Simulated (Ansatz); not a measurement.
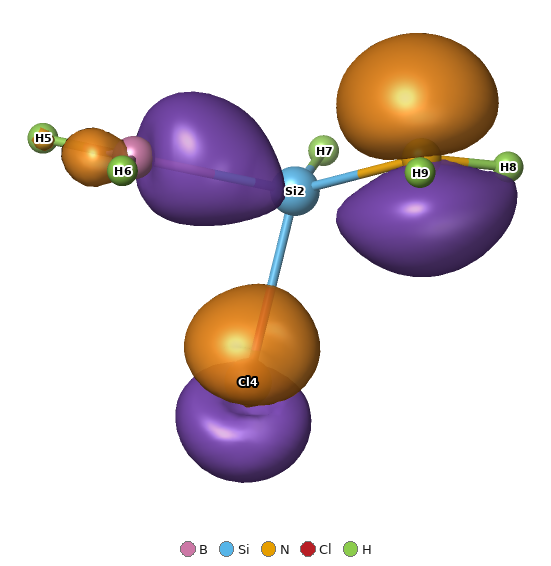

Figure 1: BClH₅NSi (SMILES B[SiH](N)Cl). The HOMO at ±0.15 Å⁻³ᐟ² (orange and purple are the two phases), seen from one side.

Level of theory: Ansatz, RKS B3LYP-D4/def2-SVP.

Input

```
crystal:
  periodic: [false, false, false]
  atoms:
    - { symbol: B, position_ang: [-0.5347, 1.3569, -0.5971] }
    - { symbol: Si, position_ang: [0.3646, -0.2719, -0.3536] }
    - { symbol: "N", position_ang: [2.02424, -0.11158, -0.96197] }
    - { symbol: Cl, position_ang: [0.4008, -0.81393, 1.62306] }
    - { symbol: H, position_ang: [-0.7259, 1.8297, -1.7149] }
    - { symbol: H, position_ang: [-1.0222, 1.9957, 0.3213] }
    - { symbol: H, position_ang: [-0.35548, -1.34018, -1.11733] }
    - { symbol: H, position_ang: [2.47486, -1.07304, -0.85268] }
    - { symbol: H, position_ang: [2.551, 0.58476, -0.42339] }
basis:
  gaussian: { orbitals: def2-SVP }
hamiltonian:
  xc: b3lyp
  dispersion: d4
relax:
  f_tol: 0.015
  max_steps: 40
output:
  orbitals: {}
```

Run with:

```sh
ansatz run input.yaml --threads 1 --pin off --max-ram 2048MiB --backend cpu --events-out ev --progress --plain --runs-dir out
```

The fields are those of the relaxed geometry.

> Where does this orbital lie, and at what energy?

It lies mainly on N3 (about 45 %), Cl4 (about 20 %), Si2 (about 15 %) and B1 (about 10 %). Its energy is −7.41 eV.
